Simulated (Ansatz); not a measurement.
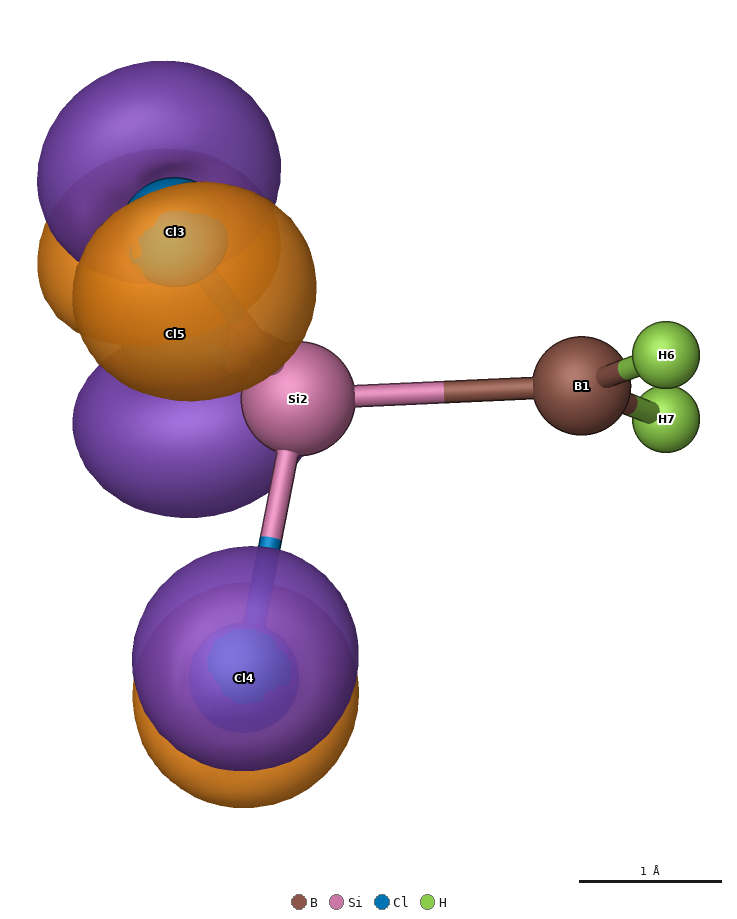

BCl3H2Si (SMILES B[Si](Cl)(Cl)Cl). The HOMO−1 at ±0.15 Å⁻³ᐟ² (orange and purple are the two phases), seen from one side.

Geometry: PBE0-D4/def2-TZVP.

The calculation used Ansatz 0.2.0, RKS PBE0-D4/def2-TZVPP.

The calculation's input:

```
crystal:
  periodic: [false, false, false]
  atoms:
    - {symbol: B, position_ang: [0.273032, 0.172559, 1.230256]}
    - {symbol: Si, position_ang: [-0.137714, -0.042574, -0.712587]}
    - {symbol: Cl, position_ang: [-1.885444, 0.836324, -1.294357]}
    - {symbol: Cl, position_ang: [-0.310347, -2.072392, -0.941412]}
    - {symbol: Cl, position_ang: [1.333886, 0.636899, -1.952827]}
    - {symbol: H, position_ang: [-0.616200, 0.263322, 2.019193]}
    - {symbol: H, position_ang: [1.403986, 0.137863, 1.605933]}
basis:
  gaussian: {orbitals: def2-TZVPP}
hamiltonian: {xc: pbe0, dispersion: d4}
output: {orbitals: {seedname: orbitals}}
```

Launched as:

```sh
ansatz run in.yaml --threads 4 --pin off --events-out ev --progress --plain --max-ram 10444MiB
```

> What is the character of this orbital?

Its weight (Hirshfeld) is mainly on Cl3 (about 35 %), Cl5 (about 35 %) and Cl4 (about 25 %); largely a combination of lone pairs on Cl3, Cl5 and Cl4. Its energy is −9.25 eV.
